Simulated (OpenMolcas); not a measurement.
**How methods differ on InHF2 (SMILES [F][InH][F])**

InHF2: 4 atoms, total charge 0, spin state singlet. SMILES: `[F][InH][F]`. The coordinates come from a PBE0-D4/def2-TZVP relaxation.

Each level gives the dipole moment (D). The values are calculated.

| level | kind | program | value (D) | CPU time |
| --- | --- | --- | --- | --- |
| HF/def2-TZVP (core potential) | Hartree–Fock | OpenMolcas | 3.82 | 32 s |
| SVWN5/def2-TZVP (core potential) | LDA | OpenMolcas | 3.48 | 53 s |
| BLYP/def2-TZVP (core potential) | GGA | OpenMolcas | 3.32 | 62 s |
| revPBE/def2-TZVP (core potential) | GGA | OpenMolcas | 3.26 | 55 s |
| M06-L/def2-TZVP (core potential) | meta-GGA | OpenMolcas | 3.40 | 66 s |
| TPSS/def2-TZVP (core potential) | meta-GGA | OpenMolcas | 3.26 | 62 s |
| B3LYP/def2-TZVP (core potential) | global hybrid | OpenMolcas | 3.53 | 57 s |
| M06-2X/def2-TZVP (core potential) | hybrid meta-GGA | OpenMolcas | 3.70 | 54 s |

The values span 3.26 to 3.82 D. Magnitudes only. Times are those of the runs behind each value, whatever else they computed, on shared processors of several kinds: orders of magnitude only.

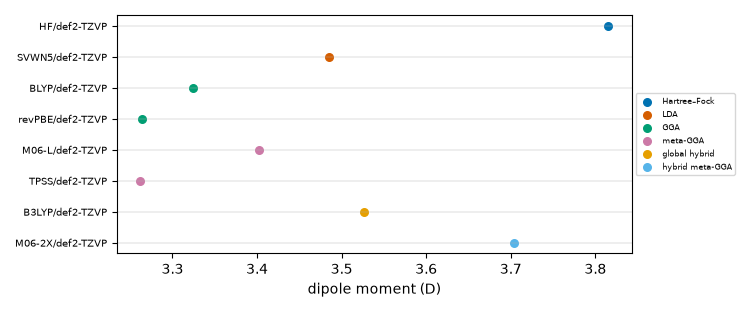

The values of the table, level by level.
